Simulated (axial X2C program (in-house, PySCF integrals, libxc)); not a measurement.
## Relativistic diatomic calculation for GeAl⁻

GeAl⁻, single determinant with Ω = 1. Computed at this level: PBE0, two-component X2C with atomic mean-field Coulomb and Gaunt terms, Ge dyall-av3z, Al dyall-av3z (cores contracted) (axial X2C program (in-house, PySCF integrals, libxc)).

### Log
```
two-component X2C + atomic mean field  PBE0
basis functions 159  fitting functions 906  grid points 5084
iter        total energy     max residual
   1      -2340.114221620     3.71e+00
   2      -2340.641720203     1.83e-01
   3      -2340.660637591     2.09e-02
   4      -2340.661673888     2.37e-02
   5      -2340.662222096     5.83e-03
   6      -2340.662297029     3.68e-03
   7      -2340.662336609     1.49e-03
   8      -2340.662339439     4.16e-04
   9      -2340.662340866     2.64e-04
  10      -2340.662340964     9.73e-05
  11      -2340.662340989     2.73e-05
  12      -2340.662341016     3.31e-05
  13      -2340.662341032     3.67e-05
  14      -2340.662341040     1.69e-05
converged
one-electron -3444.53191320  Coulomb 1114.73186787  exact exchange -24.18683830  xc functional -74.44139221  nuclear repulsion 88.51536781  atomic mean-field constant -0.74943301
```

### The points of the curve

| R (Å) | E (hartree) | dipole (D; origin at the first atom, positive when the second is positive) | highest filled (eV) | lowest empty (eV) |
| --- | --- | --- | --- | --- |
| 2.164 | −2340.647559 | −4.62 | −0.02 | 1.56 |
| 2.263 | −2340.654241 | −5.88 | 0.21 | 1.66 |
| 2.338 | −2340.659134 | −5.95 | 0.23 | 1.72 |
| 2.412 | −2340.661674 | −5.97 | 0.22 | 1.77 |
| 2.487 | −2340.662341 | −5.98 | 0.21 | 1.81 |
| 2.574 | −2340.661309 | −5.99 | 0.21 | 1.85 |
| 2.661 | −2340.658840 | −5.99 | 0.20 | 1.88 |
| 2.773 | −2340.654187 | −5.99 | 0.21 | 1.91 |
| 2.910 | −2340.647118 | −6.00 | 0.21 | 1.92 |
| 3.109 | −2340.635622 | −6.09 | 0.24 | 1.91 |

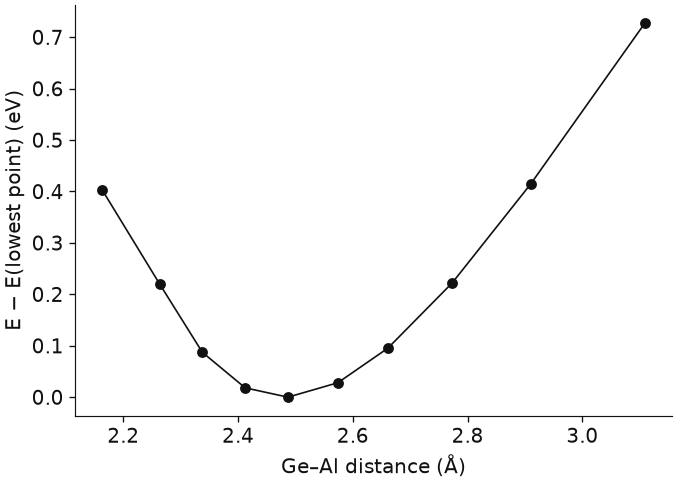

Fig. 1: Energy at 10 bond lengths, for one set of occupations held fixed; the line joins the points. A polynomial of degree 6 through 9 points gives rₑ = 2.478 Å, ωₑ = 314.3 cm⁻¹, ωₑxₑ = 1.1 cm⁻¹ and Bₑ = 0.1389 cm⁻¹. The minimum lies 2.31 eV below Ge⁻ + Al, each computed as one determinant at the same level.

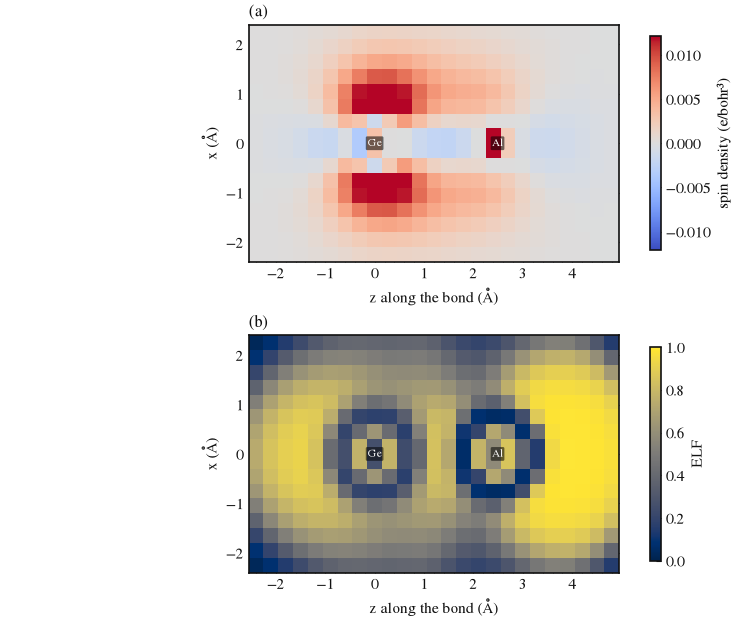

Fig. 2: (a) spin density; (b) electron localisation function, in a plane that holds the axis, at 2.49 Å, on points 0.3 Å apart (one half computed, the other mirrored); the structure near the nuclei is finer than these points.

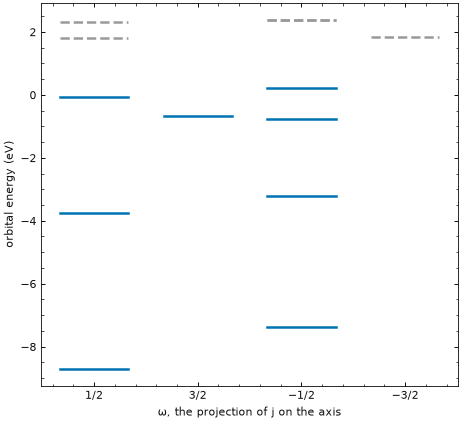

Fig. 3: Orbital energies near the frontier at 2.49 Å, filled (solid) and empty (dashed). The highest filled spinor (−1/2; 39 % Ge p, 38 % Al p) lies at 0.21 eV, the lowest empty one (1/2; 48 % Al p, 46 % Ge p) at 1.81 eV. A filled level above zero is held only by the finite basis .

### The input
```
{"zs": [32, 13], "q": -1, "bas": ["dyall-av3z", "dyall-av3z"], "levels": ["PBE0", "HF", "B97-3", "B3LYP"], "cc": false, "r0": 2.47, "npts": 10, "nst": 2, "ntry": 6}
```

The line is the task of a batch: nuclear charges, charge, bases, the levels to run, a first guess of the distance and further settings. This report covers PBE0 with spin-orbit coupling. The log is that of the reference distance 2.487 Å.

The run was one of a batch that the task file lists, launched with:
```bash
python <driver script> task.json out
```

### Summary

- outcome: converged; a filled level lies above zero
- bond length rₑ: 2.478 Å
- ωₑ: 314.3 cm⁻¹
- energy at the minimum: −2340.66234 hartree
- depth below the fragments: 2.31 eV
- hardware: 1 thread of Arm Neoverse N1, 60 GiB of memory available, shared host
- wall time: 25 s
- peak memory: 0.33 GiB

### Notes

The highest filled level (PBE0, up to 0.24 eV) lies above zero. That is common for anions, where the functional's self-interaction leaves the outer electrons unbound; only the finite basis holds them, so such levels depend on it.
